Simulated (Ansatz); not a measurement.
1T (CdI2-type) TaSe₂ (undistorted form, which takes a superstructure on cooling), treated with PBEsol (PAW; Ansatz, a program for electronic structure).

Run with plane-wave cutoff 520 eV, 18×18×10 k mesh (along the axes of the cell as run), Fermi–Dirac smearing 0.05 eV, scalar-relativistic PAW data made under PBE.

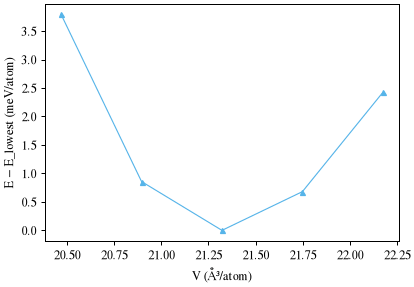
Total energy against volume

From the curve, estimate the equilibrium volume and the bulk modulus.

V0 ≈ 21.3 Å³/atom and B0 ≈ 29 GPa; the fit gives V0 = 21.323 Å³/atom, B0 = 28.6 GPa, B′ = 15.5.

Shape and atoms are relaxed at each volume.

Note: the cell comes from a level without a dispersion term, which matters for the spacing of layers, chains or molecules; the relaxation could not lower the start's symmetry, so the cell can be a saddle point above a distorted one; the bulk modulus comes from volumes at which shape and atoms were relaxed; the cell has widely spaced layers and the level no dispersion term, so their spacing and the moduli can rest on weak binding.

Spin–orbit coupling is not included; it can open a gap where bands touch, and shift volumes and moduli.

Static lattice: no zero-point or thermal effects.
